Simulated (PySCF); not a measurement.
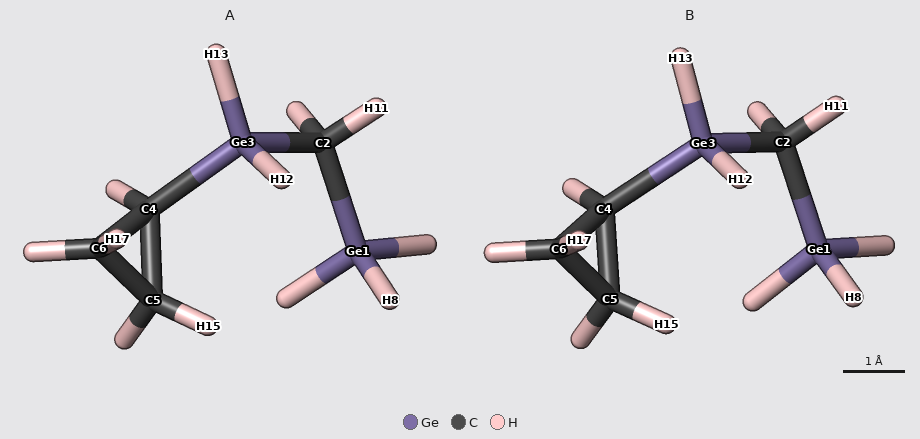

Two geometries of C₄H₁₂Ge₂, drawn at one scale. One is the start of a relaxation, the other its converged end. A stick model, seen at a tilt.

All numbers below come from PySCF 2.14.0, density-fitted response routines, PBE0-D3(BJ)/def2-SVP geometry optimisation, gas phase. 

Q: Which of the two is the end point?

A: Structure A is the relaxed one. The start comes from GFN2-xTB. Its atoms were then displaced at random by about 0.01 Å. The atom that moves furthest after the best rigid fit is an H atom (0.15 Å). By element the largest moves are H 0.15 Å, C 0.08 Å, Ge 0.04 Å. Some distances before and after: Ge–H 1.488 → 1.540 Å, C–Ge 1.989 → 1.939 Å, Ge–H 1.507 → 1.543 Å, C–H 1.060 → 1.095 Å. Bond angles that change, for instance: C–C–H 119.2° → 115.6°, C–Ge–H 113.8° → 110.5°, H–Ge–H 105.3° → 108.7°. After 4 geometry steps the energy has fallen by 4.84 kcal/mol. Cost: 2.8 min on 1 thread of Arm Neoverse N1, on a shared host.
